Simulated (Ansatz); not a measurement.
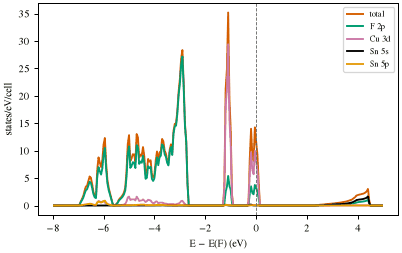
Fig. 1. Total and projected density of states of CuSnF₆ in space group R-3 (No. 148; F on 18f, Sn on 3b, Cu on 3a), LDA in the plane-wave PAW code Ansatz

Which orbitals carry the states next to the Fermi level?

Within 0.5 eV of the Fermi level: Cu 3d 69 %, F 2p 26 %. Projections are on Löwdin-orthogonalised atomic valence shells; empty p or d shells of many metals are not among them.

Where is the tallest occupied peak in this window, and what makes it?

Near -1.1 eV, about 35 states/eV per cell; the largest projected share is Cu 3d.

The workflow started from an entry of the Crystallography Open Database (COD), which files this formula under 2 space groups. Whether it is the stable phase at ambient conditions was not checked. Symmetry was held in the LDA relaxation; whether a distortion lowers the energy is not shown. The run is not spin-polarised. No Hubbard U is applied. Without spin polarisation and U, an open-shell compound can come out a false metal. Scalar-relativistic: spin–orbit coupling is off unless named, which matters more the heavier the elements.

Potentials: the later of the program's two PAW sets.
